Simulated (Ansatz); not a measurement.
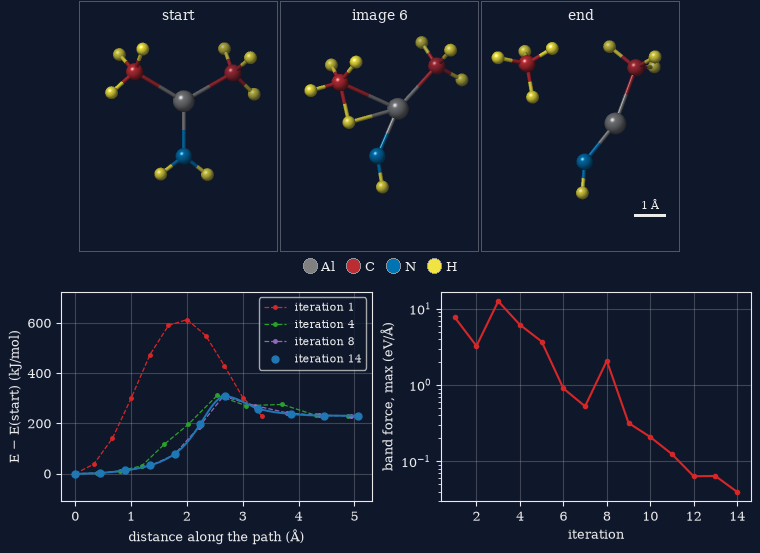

A search for the minimum-energy path of C₂H₈AlN by the nudged elastic band. Images are numbered from 0 (start) to 10 (end). The plot follows the band through its iterations. A ball-and-stick model, seen at a tilt.

Method: Ansatz, UKS B3LYP-D4/6-31G*.

Input file:
```yaml
crystal:
  periodic: [false, false, false]
  atoms:
    - { symbol: Al, position_ang: [-0.011312, -0.165889, 0.061977] }
    - { symbol: C, position_ang: [0.473938, 1.259686, 1.326794] }
    - { symbol: "N", position_ang: [-0.096067, -1.844289, 0.6704] }
    - { symbol: H, position_ang: [0.103461, -2.129016, 1.621721] }
    - { symbol: C, position_ang: [-0.404609, 0.153625, -1.838185] }
    - { symbol: H, position_ang: [-0.3515, 1.972448, 1.45812] }
    - { symbol: H, position_ang: [1.331259, 1.843096, 0.965534] }
    - { symbol: H, position_ang: [0.733903, 0.876744, 2.320977] }
    - { symbol: H, position_ang: [-0.342167, -2.65274, 0.112029] }
    - { symbol: H, position_ang: [-1.09148, 0.999769, -1.973456] }
    - { symbol: H, position_ang: [-0.854529, -0.717408, -2.330756] }
    - { symbol: H, position_ang: [0.509205, 0.403773, -2.395257] }
magnetization:
  spin_polarized: true
basis:
  gaussian: { orbitals: "6-31G*" }
hamiltonian:
  xc: b3lyp
  dispersion: d4
neb:
  order_check: false
  images: 9
  f_tol: 0.05
  max_iterations: 18
  initial_path: linear
  final_atoms:
    - { symbol: Al, position_ang: [-0.32618283, -1.39736474, -0.90119026] }
    - { symbol: C, position_ang: [0.45776419, 1.05732553, 1.66685205] }
    - { symbol: "N", position_ang: [-0.1664384, -2.41290964, 0.3955368] }
    - { symbol: H, position_ang: [0.35738214, -0.03111446, 1.71055814] }
    - { symbol: C, position_ang: [-0.39294067, 0.22801019, -1.97945738] }
    - { symbol: H, position_ang: [-0.51438975, 1.51150142, 1.45166669] }
    - { symbol: H, position_ang: [1.17252573, 1.33529748, 0.88583134] }
    - { symbol: H, position_ang: [0.82037703, 1.42969376, 2.62896878] }
    - { symbol: H, position_ang: [-0.19328367, -3.37587667, 0.6929523] }
    - { symbol: H, position_ang: [-0.59540249, 1.08529733, -1.32921277] }
    - { symbol: H, position_ang: [-1.18149732, 0.17254002, -2.736105] }
    - { symbol: H, position_ang: [0.56218804, 0.39739877, -2.48650267] }
```

Launched with:
```bash
ansatz run input.yaml --threads 2 --pin off --max-ram 3072MiB --backend cpu --events-out ev --progress --plain --runs-dir out
```

Did the band converge, and can the barrier be trusted?

Answer. The run is converged, with reservations. The band converged in 14 iterations. The largest component of the band force went from 7.7 to 0.04 eV/Å. The climbing image converged on the top of the path. Its curvatures weren't checked. The straight starting path can push atoms close together and costs iterations. The first iteration put the highest image at 614.1 kJ/mol. Forward barrier 308.1 kJ/mol, backward barrier 77.0 kJ/mol, with image 6 at the top; the reaction energy is +231.1 kJ/mol.

The run took 13 min on 2 threads of AMD EPYC 7571 (shared host), peak memory 0.26 GiB.
